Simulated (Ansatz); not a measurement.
# Geometry relaxation, with input and output: CH8OSn (part 1 of 2)

System: CH8OSn.
Method: RKS PBE-D4/def2-SVP (Ansatz 0.2.0).

The input holds or restrains some coordinates. It belongs to a series of runs on one base structure; here: pulled along the bonds that form and break, towards end B. Figures and captions count atoms from 1; the log counts them from 0 in places.

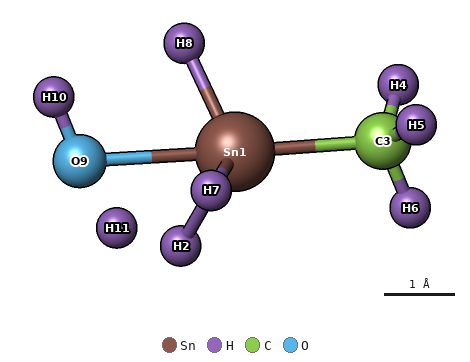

*The starting structure (ball-and-stick view, seen at a tilt; atoms are numbered from 1 in the order of the input). Sticks mark near contacts.*

Bond lengths as drawn: C–H 1.11 Å, C–Sn 2.15 Å, H–O 1.01 Å, H–Sn 1.74 to 2.09 Å and O–Sn 2.26 Å.

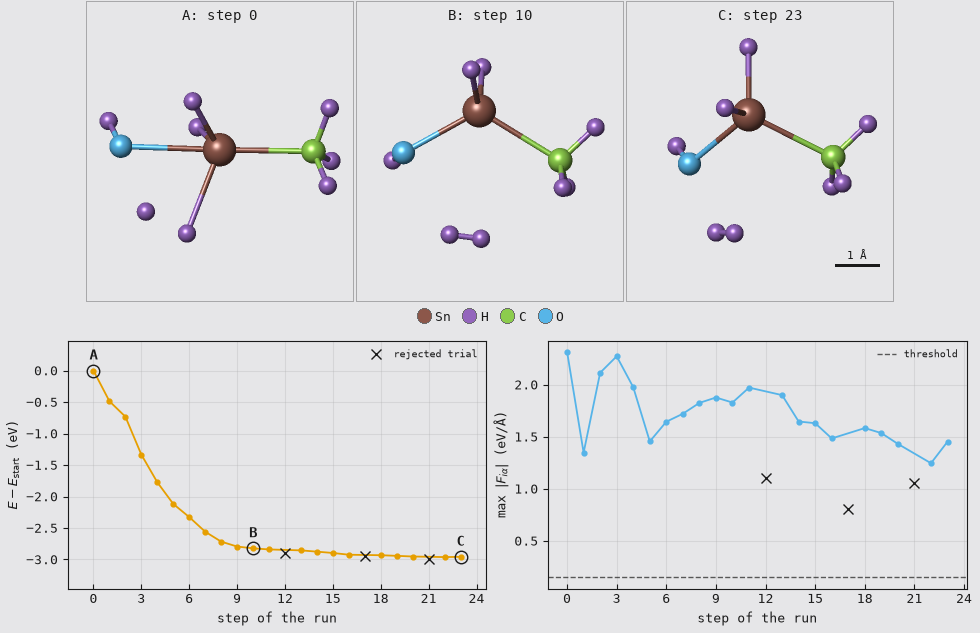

*Frames of the restrained relaxation (ball-and-stick view, seen at a tilt) above the curves, on which the letters mark them (the first geometry is step 0 here and step 1 in the log).*

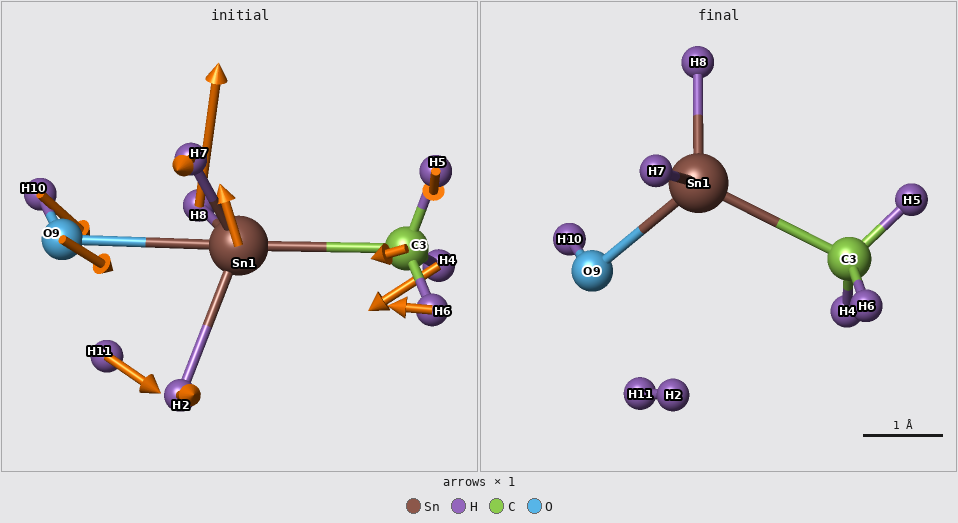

*Before (left) and after (right) the restrained relaxation, at one scale (ball-and-stick view, seen at a tilt). The orange arrows give the displacements, at true length.*

The energy falls by 2.958 eV in 23 geometry steps. Largest force component: 2.3 eV/Å at the start, 1.5 eV/Å at the end. The line search rejected the trial steps at points 12, 17, 21 (counted from 0) and went back. The atom that moves furthest after the best rigid fit is H8 (2.03 Å). By element the largest moves are H 2.03 Å, O 1.07 Å, Sn 0.84 Å, C 0.53 Å. Among the contacts that change: Sn1–H2 2.090 → 2.945 Å, H2–H11 1.074 → 0.722 Å, Sn1–O9 2.260 → 1.986 Å, O9–H10 1.010 → 0.976 Å. New bonds form: H2–H11 (1.07 → 0.72 Å). Among the angles that change: C3–Sn1–O9 178.9° → 108.4°, H7–Sn1–O9 70.0° → 105.7°, C3–Sn1–H7 109.5° → 113.8°. (Atoms are counted from 1 in the order of the input.)

These pictures come from the run below.

## Input
```yaml
crystal:
  periodic: [false, false, false]
  atoms:
    - { symbol: Sn, position_ang: [0.0, 0.0, 0.0] }
    - { symbol: H, position_ang: [0.0, 0.0, 2.09] }
    - { symbol: C, position_ang: [2.0274, 0.0, -0.716] }
    - { symbol: H, position_ang: [2.3751, -1.0463, -0.8441] }
    - { symbol: H, position_ang: [2.076, 0.5276, -1.6913] }
    - { symbol: H, position_ang: [2.6794, 0.5187, 0.0175] }
    - { symbol: H, position_ang: [-0.8195, 1.4198, -0.5794] }
    - { symbol: H, position_ang: [-0.8195, -1.4198, -0.5794] }
    - { symbol: O, position_ang: [-2.1447, 0.0, 0.7126] }
    - { symbol: H, position_ang: [-2.6898, -0.6297, 0.1413] }
    - { symbol: H, position_ang: [-1.064, 0.0, 1.9402] }
basis:
  gaussian: { orbitals: def2-SVP }
hamiltonian:
  xc: pbe
  dispersion: d4
relax:
  f_tol: 0.15
  max_steps: 25
  restrain:
    - { distance: [0, 8], at: 1.96, k: 30.0 }
    - { distance: [10, 1], at: 0.66, k: 30.0 }
    - { distance: [0, 1], at: 2.94, k: 30.0 }
    - { distance: [10, 8], at: 2.21, k: 30.0 }
```

Run as:
```bash
ansatz run input.yaml --threads 2 --pin off --max-ram 3072MiB --backend cpu --events-out ev --progress --plain --runs-dir out
```

## Log
```
The last accepted step is kept in [file] (removed where the run ends without a failure and the disk answers)
Engine: ansatz 0.2.0, aarch64-unknown-linux-gnu
Functional definition: PBE
  parameter kappa = 0.804
  parameter beta = 0.06672455060314922
  exchange = pbe_x(kappa = kappa, mu = beta*pi^2/3)
  correlation = pbe_c(beta = beta)
1056 factors; their error is unknown
mean field evaluation 1: about -9020.9138 eV, gradient 8.0e1 eV
mean field evaluation 2: about -8848.8706 eV, gradient 2.0e2 eV
mean field evaluation 4: about -9033.9637 eV, gradient 1.7e1 eV
mean field evaluation 8: about -9035.0293 eV, gradient 1.5e-1 eV
mean field evaluation 16: about -9035.0029 eV, gradient 9.7e-4 eV
mean field -9035.00285147 eV, -332.0302306465 hartree, gradient 5.1e-5 eV, S^2 0.000000; 0 other end points of the search recorded, 0 dependent functions left out
the calculation of the forces begins
reference -9035.00289270 eV, -332.0302321616 hartree; 22, 22 occupied and 72, 72 virtual orbitals, 1056 factors
relax step   1: F+E_penalty+E_count = -9035.18810595 eV  Δ(F+E_penalty+E_count) = +0.000e0 eV  max|allowed force component| = 2.316e0 eV/Å  E_restraint = 19.71491501 eV  max|allowed force component, restraints' pulls added| = 2.420e1 eV/Å  Δτ_max = 0.0000 Å  (28 SCF iters, accepted)
  distance Sn 0 - O 8 = 2.2600 Å
  distance H 10 - H 1 = 1.0745 Å
  distance Sn 0 - H 1 = 2.0900 Å
  distance H 10 - O 8 = 1.6355 Å
these checks for a lower state are left out or cut short: starts, cluster_reference, orbital_swaps, neighbouring_geometries, increment
1056 factors; their error is unknown
mean field -9035.49525676 eV, -332.0483262074 hartree, gradient 1.6e-5 eV, S^2 0.000000; 0 other end points of the search recorded, 0 dependent functions left out
[... from here on the field's lines of each further geometry are left out, up to the last ...]
relax step   2: F+E_penalty+E_count = -9035.67510346 eV  Δ(F+E_penalty+E_count) = -4.870e-1 eV  max|allowed force component| = 1.347e0 eV/Å  E_restraint = 7.08229824 eV  max|allowed force component, restraints' pulls added| = 1.359e1 eV/Å  Δτ_max = 0.1950 Å  (38 SCF iters, accepted)
relax step   3: F+E_penalty+E_count = -9035.92055386 eV  Δ(F+E_penalty+E_count) = -2.455e-1 eV  max|allowed force component| = 2.115e0 eV/Å  E_restraint = 1.08297008 eV  max|allowed force component, restraints' pulls added| = 6.393e0 eV/Å  Δτ_max = 0.1944 Å  (34 SCF iters, accepted)
relax step   4: F+E_penalty+E_count = -9036.52306520 eV  Δ(F+E_penalty+E_count) = -6.025e-1 eV  max|allowed force component| = 2.273e0 eV/Å  E_restraint = 0.10627660 eV  max|allowed force component, restraints' pulls added| = 1.169e0 eV/Å  Δτ_max = 0.1946 Å  (34 SCF iters, accepted)
relax step   5: F+E_penalty+E_count = -9036.96226653 eV  Δ(F+E_penalty+E_count) = -4.392e-1 eV  max|allowed force component| = 1.976e0 eV/Å  E_restraint = 0.08859606 eV  max|allowed force component, restraints' pulls added| = 5.500e-1 eV/Å  Δτ_max = 0.1921 Å  (28 SCF iters, accepted)
relax step   6: F+E_penalty+E_count = -9037.30596665 eV  Δ(F+E_penalty+E_count) = -3.437e-1 eV  max|allowed force component| = 1.455e0 eV/Å  E_restraint = 0.11759203 eV  max|allowed force component, restraints' pulls added| = 1.166e0 eV/Å  Δτ_max = 0.1950 Å  (27 SCF iters, accepted)
relax step   7: F+E_penalty+E_count = -9037.51479540 eV  Δ(F+E_penalty+E_count) = -2.088e-1 eV  max|allowed force component| = 1.644e0 eV/Å  E_restraint = 0.10578618 eV  max|allowed force component, restraints' pulls added| = 1.048e0 eV/Å  Δτ_max = 0.1999 Å  (26 SCF iters, accepted)
relax step   8: F+E_penalty+E_count = -9037.74702704 eV  Δ(F+E_penalty+E_count) = -2.322e-1 eV  max|allowed force component| = 1.721e0 eV/Å  E_restraint = 0.09693698 eV  max|allowed force component, restraints' pulls added| = 7.273e-1 eV/Å  Δτ_max = 0.1997 Å  (27 SCF iters, accepted)
relax step   9: F+E_penalty+E_count = -9037.90439075 eV  Δ(F+E_penalty+E_count) = -1.574e-1 eV  max|allowed force component| = 1.825e0 eV/Å  E_restraint = 0.08869144 eV  max|allowed force component, restraints' pulls added| = 4.334e-1 eV/Å  Δτ_max = 0.1998 Å  (27 SCF iters, accepted)
relax step  10: F+E_penalty+E_count = -9037.98250752 eV  Δ(F+E_penalty+E_count) = -7.812e-2 eV  max|allowed force component| = 1.877e0 eV/Å  E_restraint = 0.08033758 eV  max|allowed force component, restraints' pulls added| = 2.438e-1 eV/Å  Δτ_max = 0.1996 Å  (26 SCF iters, accepted)
relax step  11: F+E_penalty+E_count = -9038.01098162 eV  Δ(F+E_penalty+E_count) = -2.847e-2 eV  max|allowed force component| = 1.828e0 eV/Å  E_restraint = 0.07180283 eV  max|allowed force component, restraints' pulls added| = 1.705e-1 eV/Å  Δτ_max = 0.1993 Å  (26 SCF iters, accepted)
relax step  12: F+E_penalty+E_count = -9038.02855055 eV  Δ(F+E_penalty+E_count) = -1.757e-2 eV  max|allowed force component| = 1.972e0 eV/Å  E_restraint = 0.06955973 eV  max|allowed force component, restraints' pulls added| = 6.903e-2 eV/Å  Δτ_max = 0.1530 Å  (27 SCF iters, accepted)
relax step  13: F+E_penalty+E_count = -9038.08268602 eV  Δ(F+E_penalty+E_count) = -5.414e-2 eV  max|allowed force component| = 1.105e0 eV/Å  E_restraint = 0.12373851 eV  max|allowed force component, restraints' pulls added| = 1.487e0 eV/Å  Δτ_max = 0.1901 Å  (27 SCF iters, rejected (line search))
relax step  14: F+E_penalty+E_count = -9038.04330350 eV  Δ(F+E_penalty+E_count) = -1.475e-2 eV  max|allowed force component| = 1.900e0 eV/Å  E_restraint = 0.07312471 eV  max|allowed force component, restraints' pulls added| = 1.251e-1 eV/Å  Δτ_max = 0.0918 Å  (26 SCF iters, accepted)
relax step  15: F+E_penalty+E_count = -9038.06376060 eV  Δ(F+E_penalty+E_count) = -2.046e-2 eV  max|allowed force component| = 1.646e0 eV/Å  E_restraint = 0.08482339 eV  max|allowed force component, restraints' pulls added| = 4.979e-1 eV/Å  Δτ_max = 0.0962 Å  (27 SCF iters, accepted)
relax step  16: F+E_penalty+E_count = -9038.08474366 eV  Δ(F+E_penalty+E_count) = -2.098e-2 eV  max|allowed force component| = 1.630e0 eV/Å  E_restraint = 0.09157758 eV  max|allowed force component, restraints' pulls added| = 5.023e-1 eV/Å  Δτ_max = 0.1488 Å  (27 SCF iters, accepted)
relax step  17: F+E_penalty+E_count = -9038.11237255 eV  Δ(F+E_penalty+E_count) = -2.763e-2 eV  max|allowed force component| = 1.484e0 eV/Å  E_restraint = 0.09868721 eV  max|allowed force component, restraints' pulls added| = 6.297e-1 eV/Å  Δτ_max = 0.1994 Å  (28 SCF iters, accepted)
relax step  18: F+E_penalty+E_count = -9038.12959467 eV  Δ(F+E_penalty+E_count) = -1.722e-2 eV  max|allowed force component| = 8.019e-1 eV/Å  E_restraint = 0.12858815 eV  max|allowed force component, restraints' pulls added| = 1.673e0 eV/Å  Δτ_max = 0.1991 Å  (27 SCF iters, rejected (line search))
relax step  19: F+E_penalty+E_count = -9038.12033626 eV  Δ(F+E_penalty+E_count) = -7.964e-3 eV  max|allowed force component| = 1.583e0 eV/Å  E_restraint = 0.08093273 eV  max|allowed force component, restraints' pulls added| = 2.920e-1 eV/Å  Δτ_max = 0.0996 Å  (27 SCF iters, accepted)
relax step  20: F+E_penalty+E_count = -9038.13006342 eV  Δ(F+E_penalty+E_count) = -9.727e-3 eV  max|allowed force component| = 1.535e0 eV/Å  E_restraint = 0.07728633 eV  max|allowed force component, restraints' pulls added| = 2.096e-1 eV/Å  Δτ_max = 0.1000 Å  (27 SCF iters, accepted)
relax step  21: F+E_penalty+E_count = -9038.14064238 eV  Δ(F+E_penalty+E_count) = -1.058e-2 eV  max|allowed force component| = 1.431e0 eV/Å  E_restraint = 0.07301897 eV  max|allowed force component, restraints' pulls added| = 1.096e-1 eV/Å  Δτ_max = 0.1496 Å  (27 SCF iters, accepted)
relax step  22: F+E_penalty+E_count = -9038.17253489 eV  Δ(F+E_penalty+E_count) = -3.189e-2 eV  max|allowed force component| = 1.054e0 eV/Å  E_restraint = 0.12441028 eV  max|allowed force component, restraints' pulls added| = 1.263e0 eV/Å  Δτ_max = 0.1938 Å  (27 SCF iters, rejected (line search))
relax step  23: F+E_penalty+E_count = -9038.14994825 eV  Δ(F+E_penalty+E_count) = -9.306e-3 eV  max|allowed force component| = 1.246e0 eV/Å  E_restraint = 0.07751727 eV  max|allowed force component, restraints' pulls added| = 2.077e-1 eV/Å  Δτ_max = 0.0941 Å  (27 SCF iters, accepted)
the calculation of the forces begins
reference -9037.96578758 eV, -332.1391165403 hartree; 22, 22 occupied and 72, 72 virtual orbitals, 1056 factors
relax step  24: F+E_penalty+E_count = -9038.14589986 eV  Δ(F+E_penalty+E_count) = +4.048e-3 eV  max|allowed force component| = 1.452e0 eV/Å  E_restraint = 0.06839582 eV  max|allowed force component, restraints' pulls added| = 8.642e-2 eV/Å  Δτ_max = 0.1000 Å  (27 SCF iters, accepted)
  distance Sn 0 - O 8 = 1.9862 Å
  distance H 10 - H 1 = 0.7220 Å
  distance Sn 0 - H 1 = 2.9448 Å
  distance H 10 - O 8 = 2.2115 Å
1056 factors; their error is unknown
mean field evaluation 192: about -9037.9836 eV, gradient 1.3e0 eV
mean field -9037.96574637 eV, -332.1391150257 hartree, gradient 1.8e-5 eV, S^2 0.000000; 1 other end points of the search recorded, 0 dependent functions left out
the calculation of the forces begins
reference -9037.96578758 eV, -332.1391165403 hartree; 22, 22 occupied and 72, 72 virtual orbitals, 1056 factors
Total energy: -9038.14594107 eV, -332.1457370590 hartree
Atom 0 at    -0.464299     0.146622    -0.693463 Å, force     0.390780     0.255733    -0.696359 eV/Å
Atom 1 at     0.175702     1.065863     2.030043 Å, force     1.262903     1.452392    -0.098198 eV/Å
Atom 2 at     1.633257    -0.299297    -0.381290 Å, force    -0.012229    -0.000735     0.000066 eV/Å
Atom 3 at     1.707380    -1.221691     0.226104 Å, force    -0.010728    -0.001869    -0.003420 eV/Å
Atom 4 at     2.138393    -0.456638    -1.353114 Å, force     0.003980     0.003764    -0.006428 eV/Å
Atom 5 at     2.121910     0.530177     0.162945 Å, force     0.010939     0.006038    -0.004548 eV/Å
Atom 6 at    -0.841321     1.827740    -0.601309 Å, force     0.004383     0.051723    -0.014368 eV/Å
Atom 7 at    -1.035121    -0.535981    -2.192600 Å, force     0.003516     0.003149     0.010036 eV/Å
Atom 8 at    -1.512820    -0.719398     0.754182 Å, force    -0.467851    -0.455393     0.535351 eV/Å
Atom 9 at    -2.007912    -1.492271     0.422523 Å, force     0.025828     0.052892     0.007572 eV/Å
Atom 10 at    -0.294768     0.525174     2.117379 Å, force    -1.211521    -1.367692     0.270296 eV/Å
Dipole moment:     0.157579    -0.138831    -0.246978 e Å
```

## Trajectory as extended XYZ (Å, eV, eV/Å), 20 of the 24 frames kept, from step=1 to step=24
```
11
Properties=species:S:1:pos:R:3:forces:R:3 step=1 energy=-9035.18811
Sn    0.0000    0.0000    0.0000   -2.3159   0.2227  -1.3084
H     0.0000    0.0000    2.0900   -1.4738   0.1073  -0.2734
C     2.0274    0.0000   -0.7160    1.0304  -0.1486   0.7073
H     2.3751   -1.0463   -0.8441   -0.0411   0.1120   0.0733
H     2.0760    0.5276   -1.6913   -0.3301   0.0398   0.1435
H     2.6794    0.5187    0.0175    0.1374  -0.0558  -0.2038
H    -0.8195    1.4198   -0.5794    0.8411   0.4010  -0.3481
H    -0.8195   -1.4198   -0.5794    0.8235  -0.5320  -0.4353
O    -2.1447    0.0000    0.7126   -0.0137   0.0778   1.0462
H    -2.6898   -0.6297    0.1413    0.8436   0.3955   1.3725
H    -1.0640    0.0000    1.9402    0.4986  -0.6197  -0.7738
11
Properties=species:S:1:pos:R:3:forces:R:3 step=2 energy=-9035.67510
Sn   -0.0922    0.0024   -0.1695   -1.2839   0.0408  -0.4698
H    -0.0826    0.0013    2.2666   -0.7743   0.0818  -0.0968
C     2.0325   -0.0011   -0.7113    0.3267  -0.2006   0.6696
H     2.3753   -1.0461   -0.8430   -0.0203   0.0431   0.0632
H     2.0728    0.5275   -1.6886   -0.2292   0.0147   0.1488
H     2.6820    0.5190    0.0170    0.0702   0.0196  -0.0447
H    -0.8134    1.4317   -0.5882    0.3683   1.3470  -0.8330
H    -0.8135   -1.4329   -0.5891    0.3506  -1.3456  -1.0694
O    -2.1337    0.0145    0.6239   -0.0354   0.2549   1.1141
H    -2.6917   -0.6387    0.1452    0.4653  -0.1112   0.3625
H    -0.9152   -0.0074    2.0284    0.7619  -0.1445   0.1556
```
